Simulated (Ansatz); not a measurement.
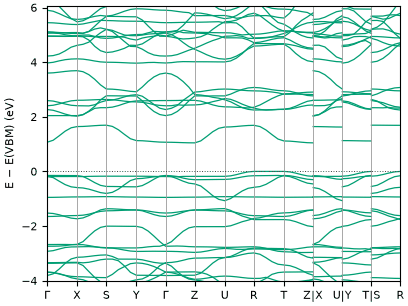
Band structure from plane-wave PAW PBE+D3(BJ) (Ansatz code)

Read off the gap and where the band edges lie.

About 1.0 eV (1.04 eV by a search for the band edges); maximum at R, minimum at Z.

The material is C₈H₄FeN₆Ni in space group Pmmm (No. 47; Pearson symbol oP20).

A made-up cell: these elements were put on the sites of a structure type; neither database checked (COD, Materials Project) lists it. Whether it is the stable phase at ambient conditions was not checked. Symmetry was held in the PBE+D3(BJ) relaxation; its stability against distortions is not shown here. The run is not spin-polarised.

Potentials: the later of the program's two PAW sets.
